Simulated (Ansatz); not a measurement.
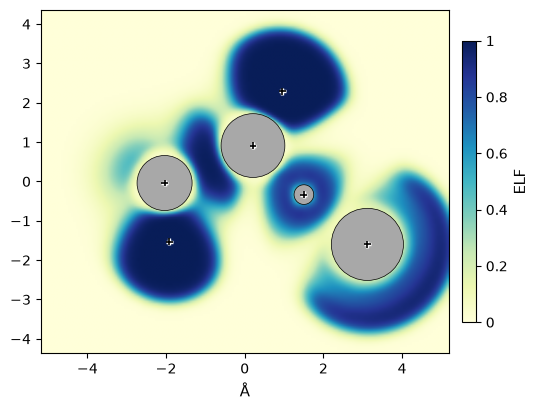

The ELF on a plane through atoms (crosses mark nuclei in the plane; grey discs cover the cores).

All numbers below come from isolated molecule in a Gaussian basis; Kohn-Sham density functional theory, functional PBE0 (Ansatz).

Candidates:
A. AlFGaH4Si (charge +1)
B. H3NSi2 (charge −1, doublet)
C. AlH2Si2Te (doublet)

**Which candidate gave the map?**

Candidate A: AlFGaH4Si on the plane of atoms F2, Al1 and H5, which holds Al, F, Ga, Si and H. Al–F (1.80 Å): the ELF peaks at about 0.85 in the valence shell of F, 0.5 Å from its nucleus, and is about 0.35 at the midpoint. Ga–F (2.05 Å): the ELF is about 0.15 at the midpoint.
